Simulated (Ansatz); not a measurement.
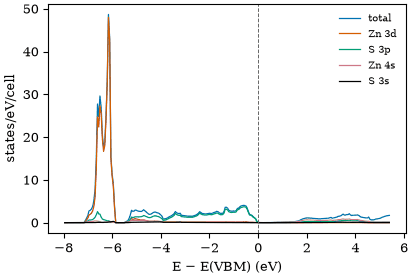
Fig. 1. Total and projected density of states of ZnS (NiAs type, P6_3/mmc), plane-wave PAW PBE (Ansatz code)

Question: Which orbitals carry the states next to the gap?

Answer: Top 1 eV of the valence band: S 3p 92 %. Bottom 1 eV of the conduction band: Zn 4s 79 %, S 3p 13 %, outside the projected shells 8 %. Projections are on Löwdin-orthogonalised atomic valence shells; empty p or d shells of many metals are not among them.

Question: Where is the tallest occupied peak in this window, and what makes it?

Answer: Near -6.2 eV, about 49 states/eV per cell; the largest projected share is Zn 3d.

The start of the workflow was typed in or built on a structure type; neither database checked (COD, Materials Project) lists it. It is not the phase usual at ambient conditions (space group No. 186, 216). Symmetry was held in the PBE relaxation; whether a distortion lowers the energy is not shown.

Potentials: the earlier of the program's two PAW sets.
